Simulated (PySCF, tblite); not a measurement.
**C₅H₈BF₃+ (doublet): geometry, infrared bands and EPR parameters**

What infrared bands and EPR parameters should C₅H₈BF₃+ (doublet) (`CBC[CH+][CH]C(F)(F)F`) show?

The runs use tblite 0.8.0 and PySCF 2.14.0, with density-fitted response routines of our own; the level of theory stands in each step. All values are computed, except where a source is named. Atoms are numbered from 0 throughout.

## 1. The starting structure

17 atoms, charge 1, multiplicity 2; geometry from: force field or distance geometry start.

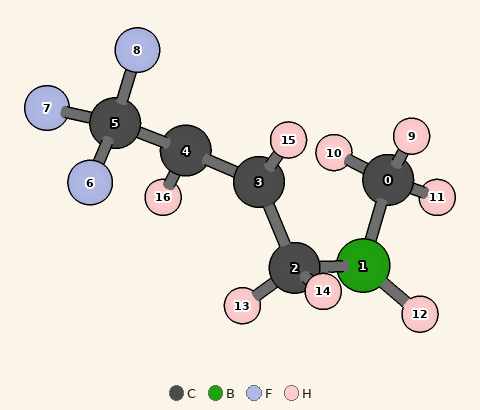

As it starts; carbon dark grey, boron green, fluorine light blue, hydrogen pink, atoms numbered; sticks join atoms by distance.

## 2. Relaxing the molecule with GFN2-xTB

What the job is given:

```
{"job": {"kind": "relax", "xc": "GFN2-xTB", "basis": "xTB"}, "charge": 1, "multiplicity": 2}
C      2.310400     0.703400     0.209900
B      1.923000    -0.733600    -0.389000
C      0.453100    -1.307100    -0.265700
C     -0.443100    -0.318200     0.432200
C     -1.192600     0.724900    -0.304800
C     -2.670400     0.681000    -0.064200
F     -3.242600    -0.558200    -0.286800
F     -3.258700     1.560600    -0.965200
F     -2.930900     1.105600     1.224700
H      2.099800     0.675700     1.307700
H      1.731500     1.510800    -0.283200
H      3.381800     0.817600    -0.006600
H      2.810200    -1.545300    -0.337300
H      0.066400    -1.379500    -1.301500
H      0.495900    -2.234900     0.279900
H     -0.556000    -0.370600     1.551000
H     -0.984800     0.679900    -1.394200
```

Run with:

```
OMP_NUM_THREADS=1 python probes_run.py task.json out
```

This one command runs all jobs of the session in turn.

**Question.** This job is followed by: GFN2-xTB harmonic vibrations, gas phase; UKS B3LYP, pcH-1 on B C F H, non-relativistic, mean-field spin-orbit, GIAO. Predict these results of the whole session: strongest single infrared mode (GFN2-xTB); zero-point energy (GFN2-xTB); g(iso) (B3LYP); ⟨S²⟩; largest a(iso) (averaged by class).

The runs gave:

| quantity | value |
| --- | --- |
| strongest single infrared mode (GFN2-xTB) | 1150 cm⁻¹, 376 km/mol |
| zero-point energy (GFN2-xTB) | 73.0 kcal/mol |
| g(iso) (B3LYP) | 2.00289 |
| ⟨S²⟩ | 0.757 (exact 0.75) |
| largest a(iso) (averaged by class) | 1H on H12, 177.8 MHz |

What this shows: Relaxing lowered the energy by 1.775 eV in 131 steps; the close pair that moved most is C3–C4, from 1.481 to 1.346 Å. All 45 modes are real, so the xTB geometry is a minimum. The strongest single mode, at 1150 cm⁻¹, moves mainly C5. GFN2-xTB is a fitted tight-binding method: band positions and strengths are rough. Its intensities can rank the bands wrongly. C4 carries the largest spin population, 0.52 e. The isotropic g lies 0.6 ppt above the free-electron value. These values are for one conformer; the search (at its own cheap level) found 2 more, at 0.06, 0.20 kcal/mol, and measured spectra average over such forms.
